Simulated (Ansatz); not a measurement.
```xyz
4

Sn   -0.1459    1.1649    0.9525
Sn    0.1459   -1.1649   -0.9525
O    -0.8700    0.6596   -0.9399
O     0.8700   -0.6596    0.9399
```

Geometry: r2SCAN-D4/def2-SVPD; core potentials replace the inner electrons of Sn; the highest occupied orbital lies above zero, a sign that basis and functional describe the outermost electron poorly.

All numbers below come from UKS PBE0-D4/def2-TZVPD in Ansatz.

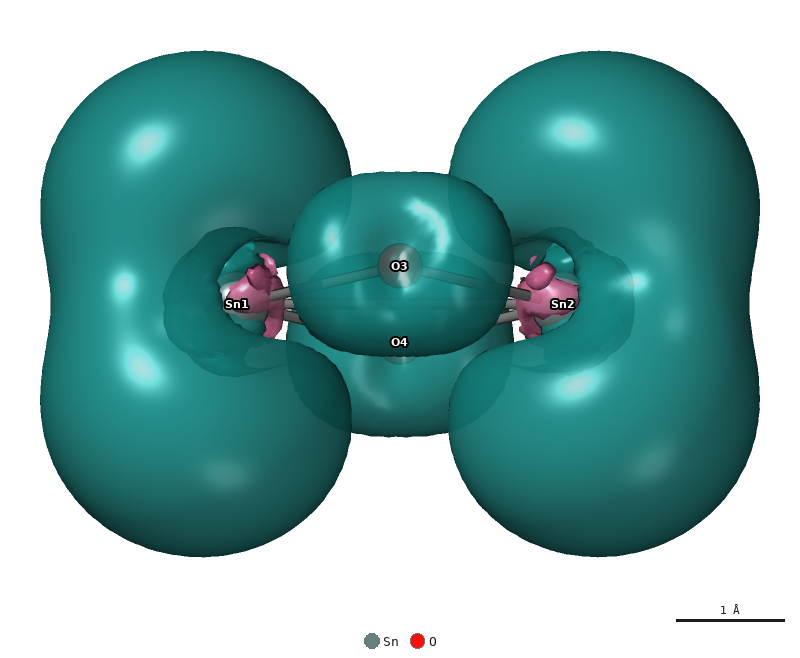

O₂Sn₂ (charge −1, quartet). Isosurfaces of the spin density (α minus β) at +0.015 (teal) and −0.015 e/Å³ (pink), seen from one side.

Q: Describe the spin distribution.

A: The unpaired spin (3 electrons) lies mostly on Sn1 (about 1.1), Sn2 (about 1.1), O3 (about 0.4) and O4 (about 0.4), in electrons by Hirshfeld's partition.
